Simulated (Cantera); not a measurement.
A closed system holds: 1 mol B2O3, 140 mol H2, held at 15.0 Pa.

Equilibrium computed with Cantera from the NASA thermochemical tables; the gas is ideal and each condensed phase is pure. Candidate condensed phases: B, B2O3, B3O3H3, H2O; 23 gas species. Equilibrium is a limit: real reactors are often held back by kinetics, nucleation or transport.

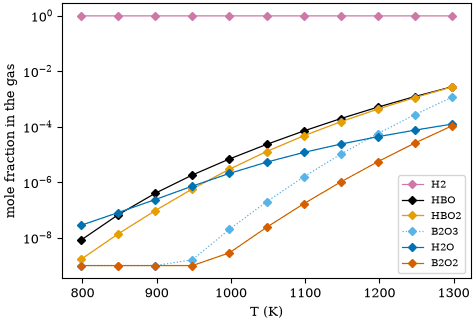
Fig. 1. Equilibrium gas composition (values under 1e-9 drawn at 1e-9)

Question: Read off the mole fractions at 1048 K.

Answer: H2 about 1.00, HBO about 2.3e-5, HBO2 about 1.3e-5, H2O about 5.3e-6, B2O3 about 2.0e-7, B2O2 about 2.4e-8.
